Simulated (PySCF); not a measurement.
# C4H10N: EPR calculation

The run: EPR calculation of C4H10N, multiplicity 2, SMILES [CH2]C[C@H](C)N. Method and program: UKS B3LYP, IGLO-III on C N, pcH-1 on H, non-relativistic, mean-field spin-orbit, GIAO (PySCF 2.14.0).

It belongs to a series of runs on one base structure; here: H removed from sp3 C.

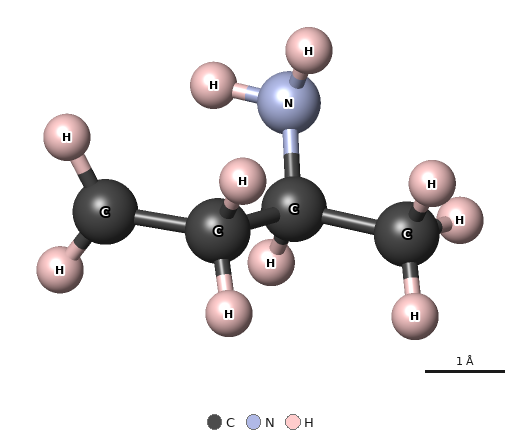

*The input geometry (ball-and-stick view, seen at a tilt).*

Bond lengths as drawn: C–C 1.48 to 1.55 Å, C–H 1.09 to 1.11 Å, C–N 1.45 Å and H–N 1.02 Å.

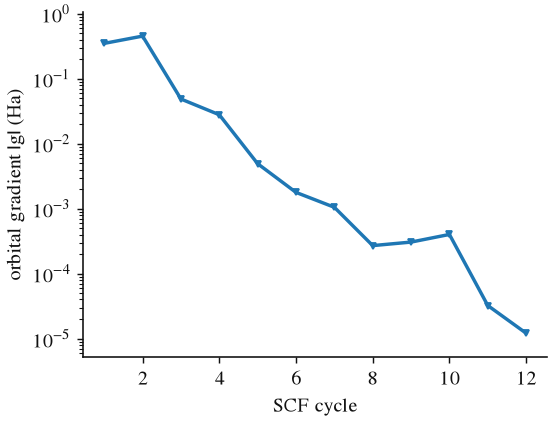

*Convergence of the self-consistent field: orbital gradient |g| against the SCF cycle.*

All cycles printed in the log are drawn one after another.

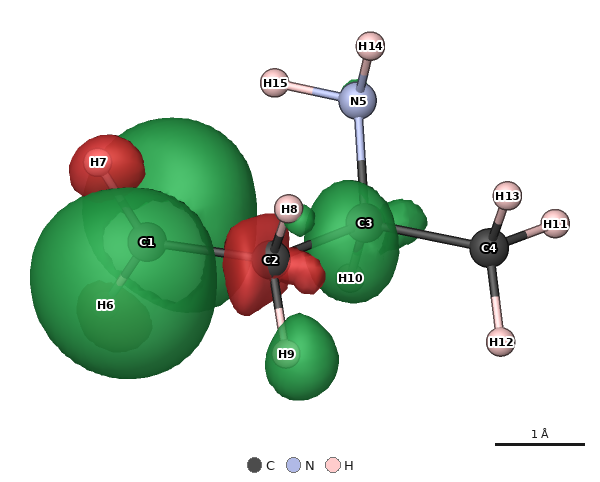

*Isosurfaces of the spin density (α minus β) at +0.015 (green) and −0.015 e/Å³ (red), seen at a tilt.*

The unpaired spin (1 electron) lies mostly on C1 (about 0.7) and C2 (about 0.1), in electrons by Hirshfeld's partition.

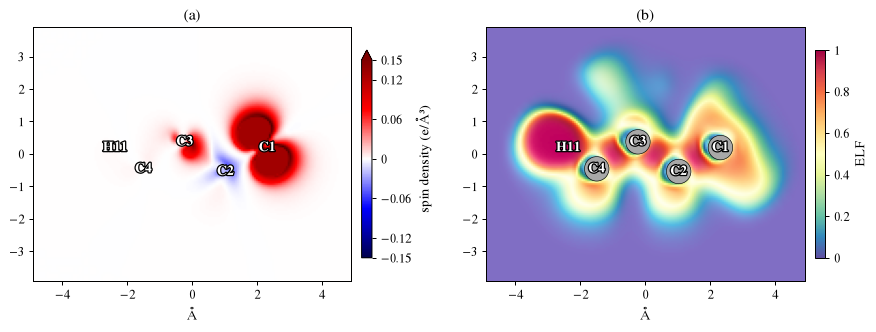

*(a) spin density; (b) electron localisation function on the plane of atoms C1, C2 and C3. Grey discs, where drawn, cover atomic cores.*

The section cuts through C and H sites. C–C (1.48 Å): the ELF peaks at about 0.95 between the atoms, which marks a shared electron pair. C–C (1.55 Å): the ELF peaks at about 0.95 between the atoms, which marks localised, shared-pair bonding. C–H (1.10 Å): the ELF climbs to about 1 towards the hydrogen, as it does in any bond to H. The unpaired spin (1 electron) lies mostly on C1 (about 0.7) and C2 (about 0.1), in electrons by Hirshfeld's partition.

The input and output of the run follow.

## Input file
```
{"job": {"kind": "epr"}, "charge": 0, "multiplicity": 2}
C     -2.216560     0.133036    -0.056749
C     -0.947396    -0.582349     0.221746
C      0.327105     0.197661    -0.199815
C      1.575308    -0.624364     0.074289
N      0.463473     1.502606     0.418480
H     -2.636477     0.150114    -1.066530
H     -2.718391     0.733763     0.705876
H     -0.859458    -0.806172     1.300596
H     -0.939138    -1.553636    -0.306105
H      0.257118     0.365359    -1.290560
H      2.471211    -0.074398    -0.247139
H      1.545565    -1.592632    -0.447305
H      1.674338    -0.830100     1.154017
H      0.524915     1.398683     1.431856
H     -0.370484     2.060397     0.241686
```

The first line tells a small driver script what to run in PySCF; the rest is the geometry in Å.

Command:
```bash
OMP_NUM_THREADS=1 python <driver script> task.json out
```

## Log
```
UKS, coarse grid
  cycle   1  E = -213.16061145  |g| = 3.50e-01
  cycle   2  E = -213.12564527  |g| = 4.53e-01
  cycle   3  E = -213.22183023  |g| = 4.87e-02
  cycle   4  E = -213.22256256  |g| = 2.79e-02
  cycle   5  E = -213.22292751  |g| = 4.92e-03
  cycle   6  E = -213.22294247  |g| = 1.78e-03
  cycle   7  E = -213.22294482  |g| = 1.05e-03
  cycle   8  E = -213.22294466  |g| = 2.70e-04
UKS, final grid
  cycle   1  E = -213.22293972  |g| = 3.06e-04
  cycle   2  E = -213.22293969  |g| = 4.01e-04
  cycle   3  E = -213.22293976  |g| = 3.23e-05
  cycle   4  E = -213.22293976  |g| = 1.21e-05
E = -213.22293976 Eh   <S^2> = 0.7541 (exact 0.7500)
g shifts (ppm)      1          2          3
  rmc          -138       -138       -138
  gc             10         36         33
  oz_so         -29        560        966
  total        -158        458        860
hyperfine (MHz)  atom isotope    a_iso     a_fc   dipolar eigenvalues
    0   13C      87.55      87.55    -77.97    -77.05    155.02
    1   13C     -31.88     -31.88     -2.41      0.35      2.06
    2   13C      71.91      71.91     -6.75     -6.29     13.04
    3   13C      -0.21      -0.21     -1.04     -0.96      2.00
    4   14N       2.47       2.47     -0.51     -0.02      0.53
    5    1H     -63.20     -63.20    -37.76     -0.02     37.78
    6    1H     -64.27     -64.27    -38.11      0.41     37.70
    7    1H      20.08      20.08     -4.81     -3.99      8.80
    8    1H      60.05      60.05     -4.74     -4.33      9.07
    9    1H      -4.78      -4.78     -5.20     -2.02      7.22
   10    1H       4.01       4.01     -1.33     -0.57      1.91
   11    1H      -0.19      -0.19     -1.58     -0.83      2.42
   12    1H      -0.34      -0.34     -1.44     -0.90      2.34
   13    1H       1.20       1.20     -2.00     -1.64      3.63
   14    1H      -1.08      -1.08     -5.71     -3.42      9.13
```

## Summary

- outcome: converged
- total energy: −213.222940 hartree
- ⟨S²⟩: 0.754
- isotropic g: 2.0027
- hardware: 1 CPU thread, shared host
- wall time: 94 s
- peak memory: 0.77 GiB
